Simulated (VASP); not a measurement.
Band structure of MnS (rock salt, AFM-II order). Calculation: optB86b-vdW, VASP's PBE PAW potentials (set 64) (plane waves; VASP).

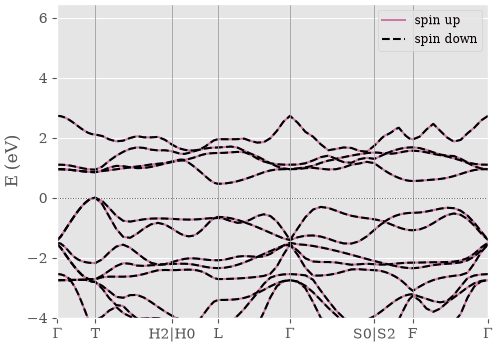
Fig. 1. Bands along high-symmetry lines, zero at the valence-band maximum or, without a gap, the Fermi level

### Question
Read the plot: is there a gap, and where are the band edges?

### Answer
The gap is indirect, 0.46 eV, from the valence maximum at T to the conduction minimum at L. (Edges off the drawn lines would not show.)

The compound is MnS in the rock salt, AFM-II order structure. It was relaxed first, which changed the volume by -8 %.
